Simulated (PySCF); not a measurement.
**C3H7B2BrO (SMILES C=CB(C)OBBr): density, localisation and related maps**

```xyz
14

C     1.5672    1.6033   -0.0401
C     1.4281    0.2887   -0.1782
B     0.0472   -0.4620   -0.1546
C    -0.0268   -2.0452   -0.2841
O    -1.0639    0.2409   -0.0155
B    -2.0926    0.9627    0.2658
Br   -2.5577    1.2378    2.0942
H     0.7130    2.2504    0.0944
H     2.5269    2.0959   -0.0514
H     2.3256   -0.3044   -0.3076
H     0.2816   -2.5059    0.6536
H     0.6484   -2.4197   -1.0492
H    -1.0281   -2.4057   -0.5073
H    -2.7696    1.4629   -0.5573
```

Geometry: GFN2-xTB.

All numbers below come from CAM-B3LYP/def2-SVPD, SCF density, gas phase in PySCF.

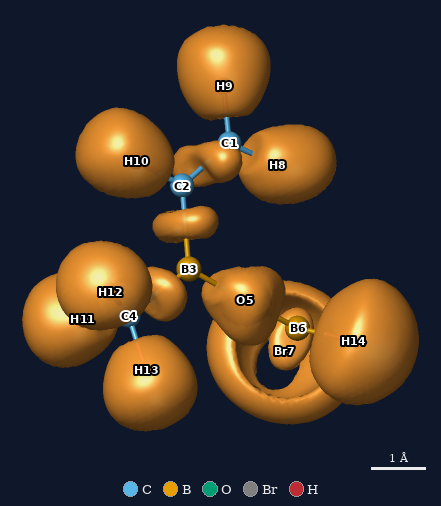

Figure 1. Isosurface of the ELF at 0.8 (orange), seen at an oblique angle. Core shells and regions of very low density are left out.

Describe the localisation domains.

The surface consists of one region between bonded B–Br atoms (shared pairs), two regions between bonded B–C atoms (shared pairs), one region between bonded C–C atoms (shared pairs), seven regions around hydrogen nuclei, one region on O in which the atom's valence shell and bonds are merged and one ring or bowl of non-bonding electrons around Br. Profiles from the grid: B–O (1.29 Å): the ELF peaks at about 0.90 between the atoms (a polar covalent bond). C–C (1.33 Å): the ELF peaks at about 0.95 between the atoms; a short, multiple covalent bond.

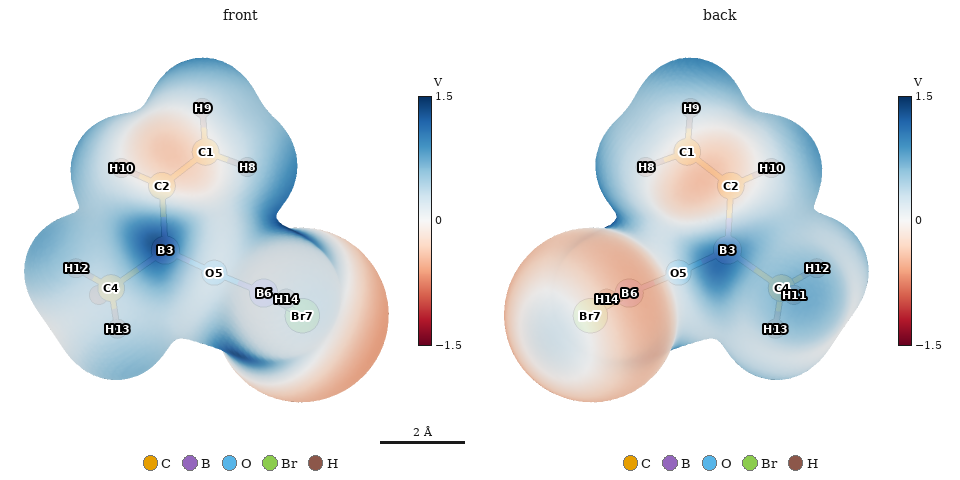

Figure 2. The molecular electrostatic potential painted on the density surface at 0.002 e/bohr³, seen from the front and from behind; the colour scale runs from red (negative) to blue (positive).

Which sites attract a positive test charge, and which a negative one?

A positive charge is drawn to the negative regions and a negative charge to the positive ones. The most negative region (about −0.6 V, or −14 kcal/mol for a unit charge) lies over Br7, the most positive (about +1.3 V, or +30 kcal/mol for a unit charge) over B3 and B6. Br7 shows a σ-hole: about +0.3 V at the tip opposite its bond, against about −0.4 V, or −9 kcal/mol for a unit charge on its flanks.
